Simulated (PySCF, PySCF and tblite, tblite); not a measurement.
# C7H9B: a path driven as ring inversion, and NMR exchange

How fast is ring inversion in C7H9B (`BC1=CCC=CC=C1`), and when do the exchanging lines merge?

Programs: PySCF 2.14.0 with density-fitted response routines of our own, and tblite 0.8.0. All values are computed, except where a source is named. Atoms count from 0 throughout.

### Step 1. The molecule as given

17 atoms, charge 0, multiplicity 1; geometry from: force field or distance geometry start.

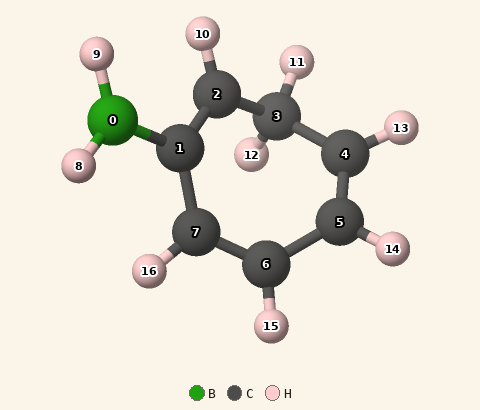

The starting geometry (boron green, carbon dark grey, hydrogen pink), atoms numbered.

### Step 2. GFN2-xTB relaxation, start minimum

What the job is given:

```
{"job": {"xc": "GFN2-xTB", "basis": "xTB", "kind": "relax"}, "charge": 0, "multiplicity": 1}
B      2.633000    -0.061700     0.654700
C      1.145700    -0.085300     0.102300
C      0.418900    -1.196500     0.307600
C     -0.957500    -1.356000    -0.289300
C     -1.898800    -0.342500     0.278400
C     -1.736500     0.969200     0.073100
C     -0.585900     1.570400    -0.647000
C      0.679000     1.105300    -0.631600
H      3.306500     0.892100     0.490300
H      3.067200    -0.983400     1.247300
H      0.815000    -2.032200     0.858900
H     -1.340000    -2.381000    -0.031400
H     -0.914200    -1.277500    -1.378100
H     -2.776000    -0.682900     0.795700
H     -2.517000     1.647900     0.412700
H     -0.768900     2.516200    -1.123200
H      1.422500     1.709900    -1.130300
```

On the command line:

```bash
$ OMP_NUM_THREADS=1 python ens_run.py task.json out
```

The driver reads the study from task.json and runs its stages one after another.

Output:

```text
step      E/eV     max force
  0    -564.01630    1.583
  1    -564.10790    0.523
  2    -564.12312    0.392
  3    -564.13796    0.232
  4    -564.14396    0.160
  5    -564.14688    0.141
  6    -564.15061    0.186
  7    -564.15491    0.193
  8    -564.15923    0.155
  9    -564.16290    0.150
 10    -564.16654    0.154
 11    -564.17066    0.168
 12    -564.17574    0.197
 13    -564.18173    0.192
 14    -564.18747    0.159
 15    -564.19207    0.185
 16    -564.19564    0.177
 17    -564.19873    0.149
 18    -564.20130    0.096
 19    -564.20313    0.107
 20    -564.20448    0.121
 21    -564.20592    0.141
 22    -564.20787    0.126
 23    -564.21029    0.132
 24    -564.21253    0.115
 25    -564.21425    0.117
 26    -564.21572    0.125
 27    -564.21725    0.110
 28    -564.21869    0.101
 29    -564.21977    0.071
 30    -564.22055    0.072
 31    -564.22125    0.067
 32    -564.22195    0.071
 33    -564.22249    0.071
 34    -564.22285    0.071
 35    -564.22315    0.050
 36    -564.22352    0.052
 37    -564.22386    0.048
 38    -564.22409    0.032
 39    -564.22425    0.029
 40    -564.22443    0.033
 41    -564.22467    0.044
 42    -564.22499    0.041
 43    -564.22535    0.047
 44    -564.22574    0.049
 45    -564.22612    0.051
 46    -564.22640    0.034
 47    -564.22655    0.023
 48    -564.22663    0.022
 49    -564.22669    0.019
 50    -564.22673    0.014
 51    -564.22676    0.010
 52    -564.22677    0.011
 53    -564.22679    0.011
 54    -564.22680    0.008
 55    -564.22681    0.006
 56    -564.22681    0.005
 57    -564.22682    0.005
 58    -564.22682    0.005
 59    -564.22682    0.005
 60    -564.22683    0.005
 61    -564.22683    0.005
 62    -564.22684    0.007
 63    -564.22684    0.006
 64    -564.22685    0.005
 65    -564.22685    0.004
 66    -564.22686    0.005
 67    -564.22686    0.006
 68    -564.22687    0.005
 69    -564.22687    0.006
 70    -564.22687    0.006
 71    -564.22688    0.007
 72    -564.22688    0.007
 73    -564.22689    0.005
 74    -564.22689    0.005
 75    -564.22690    0.004
 76    -564.22690    0.004
 77    -564.22690    0.003
 78    -564.22690    0.002
```

Run time: 0.33 s. Hardware: 1 thread of Intel Xeon 6975P-C, shared host.

Relaxing gained 0.211 eV and moved the atoms by 0.20 Å on average (rms).

### Step 3. Relaxed scan, ring torsion 2 driven

What the job is given:

```
{"job": {"xc": "GFN2-xTB", "basis": "xTB", "coordinate": [["t", [2, 3, 4, 5], 1.0]], "kind": "drive"}, "charge": 0, "multiplicity": 1}
B      2.558161    -0.033673     0.675894
C      1.135211    -0.081151     0.085975
C      0.336075    -1.157185     0.316284
C     -0.943206    -1.363097    -0.416600
C     -1.810250    -0.385123     0.308787
C     -1.670096     0.934467     0.108014
C     -0.605889     1.519664    -0.649386
C      0.656699     1.033078    -0.699120
H      3.337823     0.743542     0.280775
H      2.865340    -0.792187     1.511547
H      0.623167    -1.900007     1.047207
H     -1.313894    -2.382900    -0.340651
H     -0.838079    -1.073397    -1.465330
H     -2.553008    -0.770047     0.992574
H     -2.385971     1.617923     0.546631
H     -0.808690     2.481950    -1.103758
H      1.409611     1.620174    -1.208751
```

Output:

```text
point  coordinate     E/eV
  0     61.100     -564.18821
  1     48.000     -564.09266
  2     34.600     -563.97343
  3     20.800     -563.87497
  4      6.900     -563.82615
  5     -6.900     -563.82673
  6    -20.800     -563.87513
  7    -34.600     -563.97400
  8    -48.000     -564.09231
  9    -61.000     -564.18876
 10    -73.700     -564.22446
```

Wall time 2 s (1 thread of Intel Xeon 6975P-C, shared host).

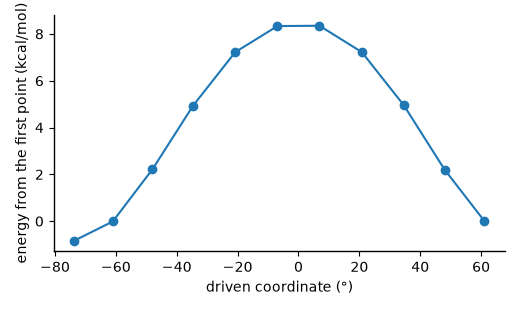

Energy along the scan.

### Step 4. Nudged elastic band, leg 1

The job, as its differences from that of step 3:

```diff
@@ -1,2 +1,2 @@
-{"job": {"xc": "GFN2-xTB", "basis": "xTB", "coordinate": [["t", [2, 3, 4, 5], 1.0]], "kind": "drive"}, "charge": 0, "multiplicity": 1}
+{"job": {"xc": "GFN2-xTB", "basis": "xTB", "kind": "neb"}, "charge": 0, "multiplicity": 1}
 B      2.558161    -0.033673     0.675894
```

Output:

```text
image   E - E0 / eV
  0       0.0000
  1       0.1284
  2       0.3287
  3       0.4067
  4       0.3282
  5       0.1284
  6       0.0000
```

It took 1.5 s on 1 thread of Intel Xeon 6975P-C, shared host.

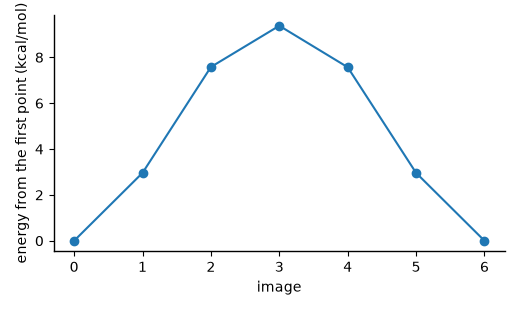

Energy along the band.

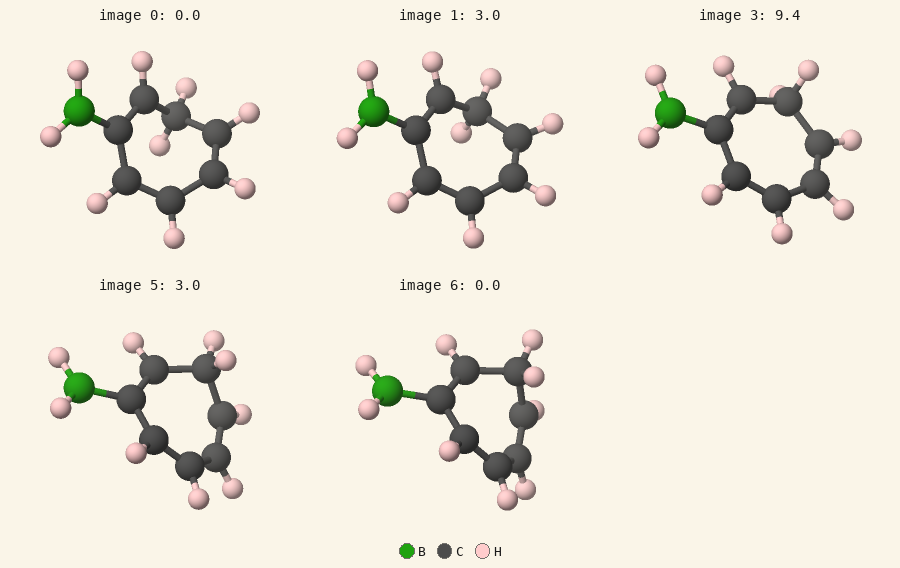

Images along the band, with energies in kcal/mol.

### Step 5. Saddle search, leg 1

What the job is given:

```
{"job": {"xc": "GFN2-xTB", "basis": "xTB", "kind": "saddle"}, "charge": 0, "multiplicity": 1}
B      2.744795    -0.157155     0.293565
C      1.212691    -0.024613     0.104465
C      0.467538    -1.145153     0.217902
C     -0.998954    -1.434209     0.133424
C     -1.987495    -0.340669    -0.140869
C     -1.810035     0.964988    -0.315717
C     -0.580563     1.729374    -0.329099
C      0.680635     1.312654    -0.165989
H      3.443418     0.775594     0.190028
H      3.214031    -1.196875     0.553582
H      1.016688    -2.059881     0.418991
H     -1.286529    -1.912859     1.082849
H     -1.134820    -2.214811    -0.630770
H     -3.003844    -0.717938    -0.185105
H     -2.698361     1.562275    -0.486089
H     -0.729615     2.787983    -0.507816
H      1.450420     2.071294    -0.233352
```

Output:

```text
step      E/eV     max force
  0    -563.82024   0.0146
  1    -563.82157   0.0201
  2    -563.82158   0.0014
lowest wavenumbers (cm-1): -104.9 111.8 218.7 245.7 318.8 360.7
```

It took 1.6 s on 1 thread of Intel Xeon 6975P-C, shared host.

Point group Cs; 1 imaginary mode, 105i cm⁻¹, carried by C3, H12, H11, C7. Steps downhill from it reached both ends.

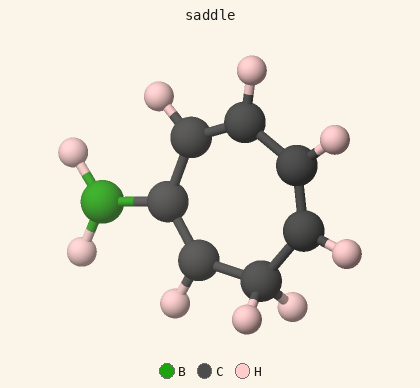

The saddle point.

### Step 6. Shieldings, start: CAM-B3LYP/pcSseg-1 in dimethylsulfoxide

What the job is given:

```
{"job": {"kind": "nmr", "xc": "CAM-B3LYP", "basis": "pcSseg-1", "solvent": "dimethylsulfoxide", "pop": false}, "charge": 0, "multiplicity": 1}
B      2.558161    -0.033673     0.675894
C      1.135211    -0.081151     0.085975
C      0.336075    -1.157185     0.316284
C     -0.943206    -1.363097    -0.416600
C     -1.810250    -0.385123     0.308787
C     -1.670096     0.934467     0.108014
C     -0.605889     1.519664    -0.649386
C      0.656699     1.033078    -0.699120
H      3.337823     0.743542     0.280775
H      2.865340    -0.792187     1.511547
H      0.623167    -1.900007     1.047207
H     -1.313894    -2.382900    -0.340651
H     -0.838079    -1.073397    -1.465330
H     -2.553008    -0.770047     0.992574
H     -2.385971     1.617923     0.546631
H     -0.808690     2.481950    -1.103758
H      1.409611     1.620174    -1.208751
```

Output:

```text
coarse grid: 14272 points
cycle   1  E = -296.6355153492  dE =  1.427e+00  |g| = 3.051e-01  |ddm| = 3.782e+00
cycle   2  E = -296.6538162152  dE = -1.830e-02  |g| = 2.207e-01  |ddm| = 5.911e-01
cycle   3  E = -296.6655144931  dE = -1.170e-02  |g| = 5.860e-02  |ddm| = 2.166e-01
cycle   4  E = -296.6663053829  dE = -7.909e-04  |g| = 2.541e-02  |ddm| = 6.931e-02
cycle   5  E = -296.6664700582  dE = -1.647e-04  |g| = 4.340e-03  |ddm| = 2.608e-02
cycle   6  E = -296.6664777595  dE = -7.701e-06  |g| = 1.160e-03  |ddm| = 6.095e-03
final grid: 138016 points
cycle   7  E = -296.7332006098  dE = -3.843e-05  |g| = 4.119e-03  |ddm| = 2.583e-02
cycle   8  E = -296.7332021824  dE = -1.573e-06  |g| = 3.670e-03  |ddm| = 7.455e-03
cycle   9  E = -296.7332055832  dE = -3.401e-06  |g| = 3.659e-04  |ddm| = 3.400e-03
cycle  10  E = -296.7332056307  dE = -4.755e-08  |g| = 2.536e-04  |ddm| = 5.786e-04
cycle  11  E = -296.7332056550  dE = -2.426e-08  |g| = 6.449e-05  |ddm| = 3.085e-04
cycle  12  E = -296.7332056588  dE = -3.849e-09  |g| = 1.950e-05  |ddm| = 1.533e-04
cycle  13  E = -296.7332056595  dE = -6.845e-10  |g| = 6.835e-06  |ddm| = 8.718e-05
converged SCF energy = -296.7332056595

GIAO shielding tensors (ppm)
atom      isotropic    diamagn.    paramagn.     s11        s22        s33       span
  0 B       23.829     191.520    -167.690    -30.664    -16.491    118.644    149.308
  1 C       32.056     254.881    -222.825    -60.345    -18.399    174.913    235.258
  2 C       36.191     256.238    -220.047    -43.045      4.951    146.668    189.713
  3 C      149.158     249.782    -100.623    124.722    155.913    166.840     42.119
  4 C       61.356     257.043    -195.687    -23.137     42.095    165.110    188.247
  5 C       47.175     254.411    -207.236    -67.169     47.848    160.847    228.016
  6 C       47.428     254.399    -206.971    -69.763     47.312    164.734    234.497
  7 C       36.119     254.149    -218.029    -78.162     31.764    154.757    232.919
  8 H       24.757      30.291      -5.534     19.190     26.576     28.506      9.316
  9 H       24.947      30.310      -5.363     18.877     26.889     29.075     10.199
 10 H       25.263      32.849      -7.585     20.290     26.728     28.772      8.482
 11 H       28.039      29.957      -1.919     23.142     26.258     34.715     11.573
 12 H       31.132      30.786       0.345     25.712     27.585     40.098     14.386
 13 H       26.063      30.904      -4.841     21.077     26.626     30.485      9.408
 14 H       24.924      29.880      -4.955     21.759     25.217     27.798      6.040
 15 H       24.466      30.022      -5.555     21.103     25.205     27.091      5.988
 16 H       23.911      31.705      -7.794     21.042     23.734     26.956      5.914
```

It took 23 s on 1 thread of Intel Xeon 6975P-C, shared host; peak memory 1 GiB.

This run: HOMO -7.95 eV, LUMO -0.60 eV; dipole 2.16 D.

### Step 7. Shieldings, saddle of leg 1: CAM-B3LYP/pcSseg-1 in dimethylsulfoxide

What the job is given:

```
{"job": {"kind": "nmr", "xc": "CAM-B3LYP", "basis": "pcSseg-1", "solvent": "dimethylsulfoxide", "pop": false}, "charge": 0, "multiplicity": 1}
B      2.745697    -0.158697     0.286213
C      1.211409    -0.022046     0.118888
C      0.466518    -1.142763     0.231671
C     -0.999271    -1.432756     0.139674
C     -1.988301    -0.339506    -0.133718
C     -1.809281     0.962971    -0.329626
C     -0.580302     1.728144    -0.337459
C      0.678843     1.315258    -0.150278
H      3.443656     0.775876     0.196479
H      3.218957    -1.205916     0.505132
H      1.015514    -2.057437     0.433583
H     -1.291791    -1.923075     1.081158
H     -1.128413    -2.204417    -0.635071
H     -3.005237    -0.716035    -0.169256
H     -2.696635     1.558122    -0.511710
H     -0.728355     2.785532    -0.524187
H      1.446989     2.076745    -0.201493
```

Output:

```text
coarse grid: 14272 points
cycle   1  E = -296.6233829806  dE =  1.362e+00  |g| = 3.135e-01  |ddm| = 3.933e+00
cycle   2  E = -296.6422837355  dE = -1.890e-02  |g| = 2.345e-01  |ddm| = 6.827e-01
cycle   3  E = -296.6555078353  dE = -1.322e-02  |g| = 6.293e-02  |ddm| = 2.334e-01
cycle   4  E = -296.6564461658  dE = -9.383e-04  |g| = 2.564e-02  |ddm| = 7.239e-02
cycle   5  E = -296.6566132132  dE = -1.670e-04  |g| = 3.725e-03  |ddm| = 2.713e-02
cycle   6  E = -296.6566180225  dE = -4.809e-06  |g| = 1.251e-03  |ddm| = 5.065e-03
final grid: 138016 points
cycle   7  E = -296.7238977324  dE = -3.540e-05  |g| = 3.864e-03  |ddm| = 2.834e-02
cycle   8  E = -296.7238991935  dE = -1.461e-06  |g| = 3.255e-03  |ddm| = 6.904e-03
cycle   9  E = -296.7239018661  dE = -2.673e-06  |g| = 3.915e-04  |ddm| = 2.730e-03
cycle  10  E = -296.7239018990  dE = -3.286e-08  |g| = 2.192e-04  |ddm| = 5.051e-04
cycle  11  E = -296.7239019124  dE = -1.343e-08  |g| = 3.946e-05  |ddm| = 2.233e-04
cycle  12  E = -296.7239019132  dE = -7.570e-10  |g| = 1.352e-05  |ddm| = 6.462e-05
converged SCF energy = -296.7239019132

GIAO shielding tensors (ppm)
atom      isotropic    diamagn.    paramagn.     s11        s22        s33       span
  0 B       19.417     191.836    -172.418    -27.003    -25.342    110.598    137.601
  1 C       31.455     253.225    -221.770    -69.297     -2.881    166.542    235.839
  2 C        0.453     256.358    -255.905   -104.641    -19.128    125.128    229.769
  3 C      142.019     247.537    -105.518    126.819    136.146    163.092     36.273
  4 C       43.119     255.956    -212.837    -64.112     52.806    140.664    204.776
  5 C       51.134     253.797    -202.663    -62.027     67.504    147.924    209.951
  6 C       49.853     254.535    -204.682    -59.297     63.938    144.916    204.213
  7 C       40.662     253.688    -213.026    -65.070     56.251    130.806    195.876
  8 H       25.098      30.508      -5.410     18.834     28.010     28.451      9.617
  9 H       25.441      30.219      -4.779     18.925     28.580     28.816      9.891
 10 H       25.005      31.974      -6.969     22.461     23.702     28.851      6.390
 11 H       27.575      28.584      -1.009     24.581     27.242     30.903      6.322
 12 H       27.577      28.586      -1.008     24.582     27.245     30.906      6.323
 13 H       26.434      29.006      -2.571     24.743     25.626     28.935      4.192
 14 H       26.219      29.271      -3.052     24.811     25.046     28.801      3.991
 15 H       26.322      30.053      -3.732     25.074     25.437     28.454      3.380
 16 H       25.679      31.964      -6.285     23.777     24.455     28.805      5.028
```

Run time: 21 s. Hardware: 1 thread of Intel Xeon 6975P-C, shared host; peak memory 0.93 GiB.

In short: HOMO -7.19 eV, LUMO -1.01 eV; dipole 2.52 D.

[end of part 1 of 2]
